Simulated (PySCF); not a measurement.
```xyz
8
charge 0, multiplicity 1
Al   -0.3078   -0.6679   -0.0995
H     1.3431   -0.8057   -1.6118
H    -1.3368   -0.8945   -1.2854
H     0.4461   -1.8990    0.5598
H     1.3715   -0.0669   -1.4473
As   -0.0302    1.5725    0.8376
H    -1.5358    1.7926    0.7954
H    -0.0722    1.0123    2.2521
```

Work out the structure from the coordinates.

The species is AlAsH₆. Judged by distances it falls into 2 fragments: AlAsH4, H2. Coordination: 1 Al trigonal planar; 1 As trigonal pyramidal.

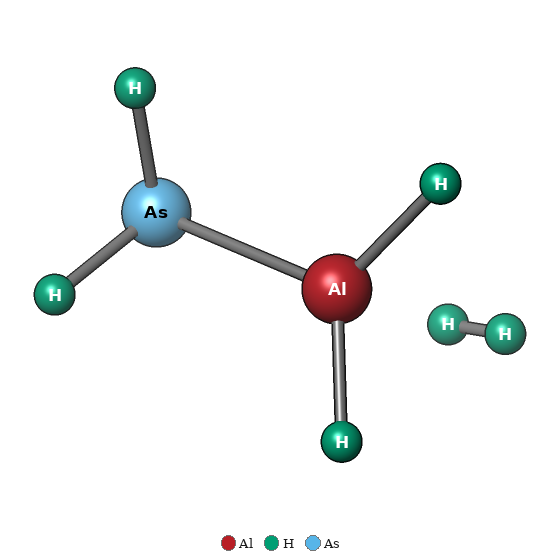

Source: calculation with PySCF.
